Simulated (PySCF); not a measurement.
SMILES O=C(C)c1c([SiH3])cccc1, GFN2-xTB optimised geometry. Atoms within 1.6 Å of the plane z = 0.0 Å (x, y, z in Å): C1 (0.12, -2.55, 0.00), C2 (0.81, -1.21, 0.00), O3 (2.03, -1.14, 0.00), C4 (0.01, 0.01, 0.00), C5 (-1.39, 0.01, 0.00), C6 (-2.07, 1.21, 0.00), C7 (-1.37, 2.40, 0.00), C8 (0.01, 2.40, 0.00), C9 (0.73, 1.21, 0.00), Si10 (2.62, 1.17, 0.00), H11 (-0.51, -2.65, 0.88), H12 (-0.50, -2.64, -0.89), H13 (0.87, -3.34, 0.00), H14 (-1.94, -0.92, 0.00), H15 (-3.16, 1.21, 0.00), H16 (-1.91, 3.34, 0.00), H17 (0.55, 3.33, 0.00), H18 (3.15, 0.67, 1.26), H19 (2.95, 2.62, 0.00), H20 (3.16, 0.66, -1.26).

Calculation: PBE0/def2-SVP in PySCF. Cells within 0.4 Å of a nucleus heavier than hydrogen are left out (blank, or x).

Map of the deformation density (molecule minus spherical neutral atoms) (e/bohr³) on the plane z = 0.0 Å:

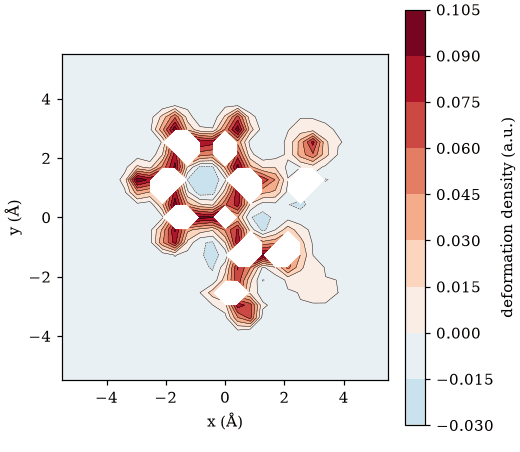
*Deformation density (molecule minus spherical neutral atoms) (e/bohr³) on the plane z = 0.0 Å.*
